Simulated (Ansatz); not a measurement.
**Molecular dynamics, with input and output: WH$_{3}$F$_{5}$ (part 3 of 3)**

WH$_{3}$F$_{5}$; RKS B3LYP/def2-SVP (Ansatz 0.2.0). It belongs to a series of runs on one base structure; here: dynamics from the highest image of the converged band.

Geometry of the input (Å):
```
W  -0.0031  -0.1725  -0.0024
F  0.8044  -0.2208  2.0111
F  1.5493  0.8437  -0.2097
H  -0.3909  1.2765  0.7720
F  -1.6566  0.3075  -0.7341
F  -0.9758  -1.5213  0.8209
F  0.3613  -0.5828  -1.7815
H  1.3227  -1.4493  0.3962
H  1.2855  -1.0188  1.3446
```

The program's output, continued
```
md step   199: t =    99.50 fs  T =   527.7 K  F+E_penalty+E_count = -15452.28554708 eV  E_kin = 0.477449 eV  conserved = -15451.80809826 eV  (34 SCF iters)
these checks for a lower state are left out or cut short: starts, cluster_reference, orbital_swaps, neighbouring_geometries, increment
1219 factors; integrals over basis functions are off by at most 6.7e-4 eV
mean field -15452.27147973 eV, -567.8605029543 hartree, gradient 1.9e-5 eV, S^2 0.000000; 0 other end points of the search recorded, 0 dependent functions left out
the calculation of the forces begins
reference -15452.27179416 eV, -567.8605145094 hartree; 31, 31 occupied and 86, 86 virtual orbitals, 1219 factors
1219 factors; integrals over basis functions are off by at most 6.7e-4 eV
mean field evaluation 1632: about -15452.2715 eV, gradient 1.0e-3 eV
mean field -15452.27147973 eV, -567.8605029543 hartree, gradient 1.9e-5 eV, S^2 0.000000; 1 other end points of the search recorded, 0 dependent functions left out
the calculation of the forces begins
reference -15452.27179416 eV, -567.8605145094 hartree; 31, 31 occupied and 86, 86 virtual orbitals, 1219 factors
md step   200: t =   100.00 fs  T =   512.2 K  F+E_penalty+E_count = -15452.27147973 eV  E_kin = 0.463458 eV  conserved = -15451.80802160 eV  (32 SCF iters)
```

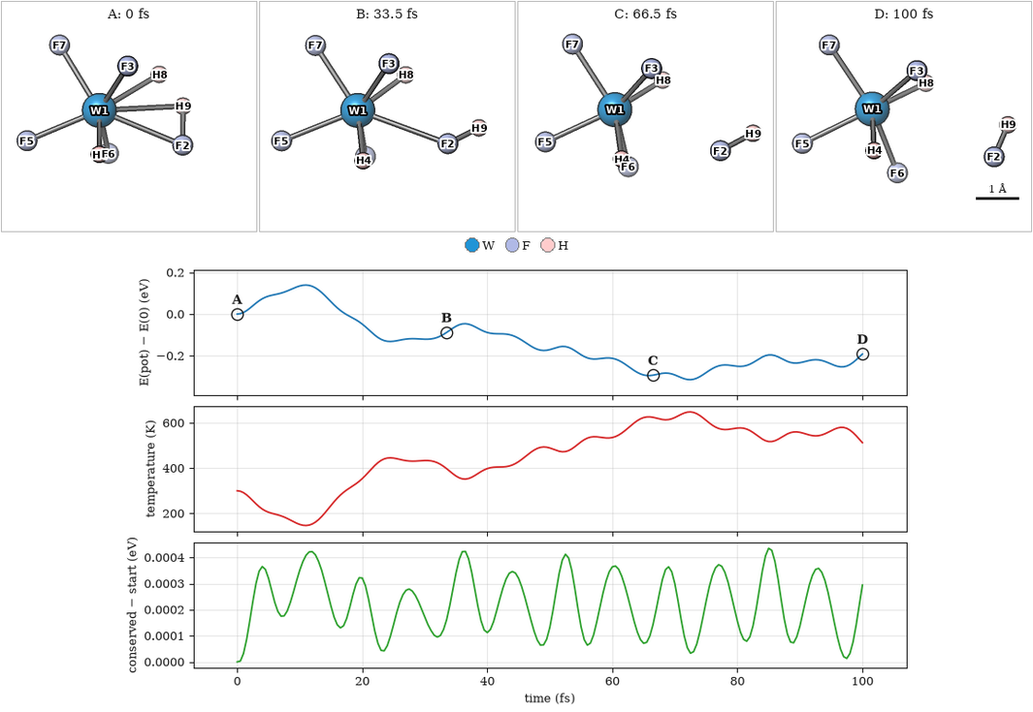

*Frames of the molecular dynamics (ball-and-stick, seen at a tilt) above the curves, on which the letters mark them.*

The trajectory kept here has 201 frames over 100 fs. The temperature starts at 300 K, ranges from 146 to 648 K and averages 563 K over the second half. The potential energy ends 0.192 eV below its first value. The conserved quantity stays within 0.00043 eV. After an unweighted best fit of the last frame on the first, the root-mean-square displacement is 0.58 Å, and H9 has moved furthest (1.02 Å).

```
Total energy: -15452.27179416 eV, -567.8605145094 hartree
Atom 0 at    -0.044393    -0.229490    -0.145377 Å, force     0.932604     0.586516     0.026133 eV/Å
Atom 1 at     1.195157    -0.156512     2.803215 Å, force     0.056213    -0.071201    -0.134600 eV/Å
Atom 2 at     1.583273     0.652808     0.130503 Å, force    -0.041701    -0.060525    -0.128070 eV/Å
Atom 3 at    -0.456124     1.103533     0.721385 Å, force     0.080969     0.588790     0.693954 eV/Å
Atom 4 at    -1.779267     0.016123    -0.797691 Å, force    -0.237629    -0.407640    -0.203151 eV/Å
Atom 5 at    -0.922367    -1.061429     1.237634 Å, force    -0.533358    -0.611160     0.318933 eV/Å
Atom 6 at     0.392691    -0.075988    -1.930491 Å, force     0.139047    -0.269724    -0.610658 eV/Å
Atom 7 at     1.030834    -1.561211     0.226130 Å, force    -0.405408     0.177090    -0.059611 eV/Å
Atom 8 at     1.879060    -0.683886     2.461684 Å, force     0.009263     0.067854     0.097071 eV/Å
Dipole moment:     0.303710    -0.247334     0.035730 e Å
```

Trajectory as extended XYZ (Å, eV, eV/Å), 11 of the 201 frames kept, from step=0 to step=200
```
9
Properties=species:S:1:pos:R:3:forces:R:3 step=0 time_fs=0.0 energy=-15452.07976 temperature=300.0
W    -0.0031   -0.1725   -0.0024    0.0004   0.0003  -0.0002
F     0.8044   -0.2208    2.0111    0.0001  -0.0001   0.0001
F     1.5493    0.8437   -0.2097    0.0000  -0.0002  -0.0001
H    -0.3909    1.2765    0.7720   -0.0001   0.0000   0.0000
F    -1.6566    0.3075   -0.7341    0.0000  -0.0001   0.0001
F    -0.9758   -1.5213    0.8209   -0.0001  -0.0002  -0.0001
F     0.3613   -0.5828   -1.7815   -0.0002   0.0000   0.0000
H     1.3227   -1.4493    0.3962    0.0000   0.0002   0.0001
H     1.2855   -1.0188    1.3446   -0.0001   0.0001   0.0001
9
Properties=species:S:1:pos:R:3:forces:R:3 step=20 time_fs=10.0 energy=-15451.94475 temperature=151.2
W    -0.0078   -0.1750   -0.0006    0.6037   0.3246  -0.0308
F     0.8538   -0.1703    2.0172   -0.1067  -0.2612   0.2638
F     1.5271    0.7977   -0.1955    1.2509   0.7062  -0.1656
H    -0.4117    1.3576    0.7264    0.1801  -0.7797   0.0583
F    -1.6029    0.2805   -0.7349   -2.0116   0.4231  -0.8069
F    -0.9925   -1.5254    0.7893   -0.3038  -0.2406   0.5217
F     0.3508   -0.5370   -1.7897    0.1402  -0.2204  -0.0595
H     1.2351   -1.4741    0.4033    0.0403   0.0284   0.0014
H     1.2405   -0.9801    1.4524    0.2069   0.0197   0.2177
9
Properties=species:S:1:pos:R:3:forces:R:3 step=40 time_fs=20.0 energy=-15452.12800 temperature=353.7
W    -0.0093   -0.1786   -0.0004    0.6752  -1.5207  -1.2563
F     0.8991   -0.1311    2.0388    0.0116  -0.2117   0.7579
F     1.5589    0.7837   -0.1878    0.4851   0.4844   0.0718
H    -0.3802    1.1635    0.8742   -0.3229   0.8513   0.3634
F    -1.6366    0.2723   -0.7688   -0.9705   0.1797  -0.0791
F    -1.0222   -1.5381    0.7812   -0.0688   0.2550   0.4021
F     0.3468   -0.5002   -1.8014    0.1653  -0.0331  -0.1464
H     1.1688   -1.4653    0.3842   -0.1048   0.0374  -0.2609
H     1.3549   -0.9214    1.7333    0.1299  -0.0424   0.1476
9
Properties=species:S:1:pos:R:3:forces:R:3 step=60 time_fs=30.0 energy=-15452.20045 temperature=433.6
W    -0.0089   -0.1854   -0.0049   -0.8982   0.4936  -1.3397
F     0.9469   -0.1088    2.0918    0.1971  -0.5955   0.3311
F     1.6127    0.7912   -0.1763   -0.9052  -0.2929   0.3648
H    -0.4688    1.1560    1.0366    0.2508  -0.3829  -0.5588
F    -1.7155    0.2710   -0.8072    1.0393  -0.4042   0.7504
F    -1.0536   -1.5379    0.7929    0.4259   0.7809   0.1333
F     0.3502   -0.4658   -1.8180   -0.0005   0.1688   0.0940
H     1.0837   -1.4935    0.2047    0.0311   0.0305   0.1992
H     1.5541   -0.8235    2.1806   -0.1403   0.2015   0.0256
9
Properties=species:S:1:pos:R:3:forces:R:3 step=80 time_fs=40.0 energy=-15452.16820 temperature=397.9
W    -0.0120   -0.1920   -0.0177   -0.7834   0.3348  -1.9418
F     1.0019   -0.1112    2.1649   -0.1492   0.0135   0.4598
F     1.6260    0.7869   -0.1476   -1.0900  -0.5030   0.3294
H    -0.4362    1.1350    0.9619    0.1674   0.0547   0.1118
F    -1.7496    0.2519   -0.8108    1.4252  -0.4612   0.8169
F    -1.0665   -1.5014    0.8132    0.3261   0.5868   0.2689
F     0.3545   -0.4233   -1.8318   -0.0102   0.1753   0.0619
H     1.0427   -1.5051    0.1903    0.1970  -0.0771   0.2275
H     1.6546   -0.5933    2.6318   -0.0829  -0.1238  -0.3345
9
Properties=species:S:1:pos:R:3:forces:R:3 step=100 time_fs=50.0 energy=-15452.25051 temperature=488.9
W    -0.0182   -0.1972   -0.0397    0.7277  -0.3020  -0.6938
F     1.0492   -0.1144    2.2596   -0.2561   0.1673   0.4293
F     1.5897    0.7599   -0.1032    0.0761  -0.0236   0.0675
H    -0.3010    1.1331    0.9276   -0.3558   0.3219   0.2639
F    -1.7184    0.2112   -0.7758    0.1192  -0.0873   0.1469
F    -1.0648   -1.4372    0.8487   -0.1680  -0.1003   0.7425
F     0.3589   -0.3727   -1.8443    0.1401   0.0175  -0.3584
H     1.0792   -1.4988    0.3262   -0.3036   0.1934  -0.3502
H     1.7014   -0.4696    2.8226    0.0204  -0.1870  -0.2479
9
Properties=species:S:1:pos:R:3:forces:R:3 step=120 time_fs=60.0 energy=-15452.29198 temperature=534.9
W    -0.0221   -0.2017   -0.0647    0.4141   0.7147   0.9780
F     1.0826   -0.1096    2.3732   -0.1556  -0.0046   0.1661
F     1.5567    0.7320   -0.0543    1.0256   0.5184   0.0336
H    -0.3861    1.1718    0.9824    0.0748  -0.7806  -0.4004
F    -1.6844    0.1657   -0.7358   -1.6083   0.2786  -0.8654
F    -1.0684   -1.3756    0.9197   -0.0118  -0.1893   0.7154
F     0.3696   -0.3211   -1.8730    0.1128  -0.0272  -0.4115
H     1.0059   -1.5073    0.2385    0.1809  -0.4246  -0.0193
H     1.7920   -0.5345    2.8014   -0.0325  -0.0856  -0.1965
9
Properties=species:S:1:pos:R:3:forces:R:3 step=140 time_fs=70.0 energy=-15452.37202 temperature=623.3
W    -0.0231   -0.2066   -0.0869    0.0448  -1.8926  -0.2437
F     1.1086   -0.1053    2.4950   -0.0106  -0.2098  -0.1814
F     1.5676    0.7270   -0.0029    0.2383   0.2196   0.1541
H    -0.4856    0.9585    0.9901    0.1276   0.7464   0.5891
F    -1.7187    0.1327   -0.7333   -0.6606   0.1600  -0.6240
F    -1.0709   -1.3205    1.0235    0.5545   0.3205  -0.0814
F     0.3850   -0.2688   -1.9202   -0.1190   0.2185   0.1660
H     0.9379   -1.6446    0.1009   -0.1083   0.3786   0.2215
H     1.8420   -0.6692    2.6033   -0.0668   0.0588  -0.0001
9
Properties=species:S:1:pos:R:3:forces:R:3 step=160 time_fs=80.0 energy=-15452.33021 temperature=577.0
W    -0.0252   -0.2167   -0.1079   -1.3203   0.4007   0.5354
F     1.1361   -0.1128    2.6093    0.0330  -0.2258  -0.2521
F     1.5913    0.7303    0.0538   -0.5260  -0.5668  -0.1739
H    -0.3787    0.9631    1.0968    0.0687  -0.1070  -0.5850
F    -1.7835    0.1064   -0.7604    1.0107  -0.2107   0.1279
F    -1.0469   -1.2510    1.1239    0.6941   0.4808  -0.7016
F     0.3953   -0.2077   -1.9576   -0.1942   0.1546   0.8280
H     0.8776   -1.6343    0.1382    0.1699   0.0212   0.0353
H     1.8012   -0.7278    2.3999    0.0640   0.0532   0.1859
9
Properties=species:S:1:pos:R:3:forces:R:3 step=180 time_fs=90.0 energy=-15452.31311 temperature=558.0
W    -0.0333   -0.2264   -0.1274   -0.7633   1.7022   0.4465
F     1.1658   -0.1320    2.7110    0.0255  -0.1380  -0.2090
F     1.5938    0.7080    0.1019   -0.2216  -0.7295  -0.4449
H    -0.2700    1.0837    0.9380   -0.3864  -0.3558  -0.2538
F    -1.8046    0.0706   -0.7840    1.0207  -0.3837   0.2390
F    -0.9902   -1.1590    1.1923    0.2505   0.1478  -0.5156
F     0.3964   -0.1393   -1.9571   -0.1141  -0.1235   0.6165
H     0.9400   -1.5722    0.2130    0.1199  -0.1812  -0.0573
H     1.7931   -0.7197    2.3581    0.0688   0.0617   0.1785
9
Properties=species:S:1:pos:R:3:forces:R:3 step=200 time_fs=100.0 energy=-15452.27148 temperature=512.2
W    -0.0444   -0.2295   -0.1454    0.9326   0.5865   0.0261
F     1.1952   -0.1565    2.8032    0.0562  -0.0712  -0.1346
F     1.5833    0.6528    0.1305   -0.0417  -0.0605  -0.1281
H    -0.4561    1.1035    0.7214    0.0810   0.5888   0.6940
F    -1.7793    0.0161   -0.7977   -0.2376  -0.4076  -0.2032
F    -0.9224   -1.0614    1.2376   -0.5334  -0.6112   0.3189
F     0.3927   -0.0760   -1.9305    0.1390  -0.2697  -0.6107
H     1.0308   -1.5612    0.2261   -0.4054   0.1771  -0.0596
H     1.8791   -0.6839    2.4617    0.0093   0.0679   0.0971
```

Results in brief

```csv
quantity,value
outcome,finished
mean temperature over the second half,563 K
trajectory,"200 steps, 100 fs"
ensemble,nve
temperature in the input,300.0 K
time step,0.5 fs
potential energy (last step),−15452.2718 eV
mean-field energy (last step),−15452.2718 eV
largest force (length of the vector) (last step),1.102 eV/Å
hardware,"4 threads of Arm Neoverse V1, 24 GiB of memory available, shared host"
wall time,7.5 min (CPU time 28 min)
peak memory,0.29 GiB
```

Remarks

So short a trajectory is not equilibrated.
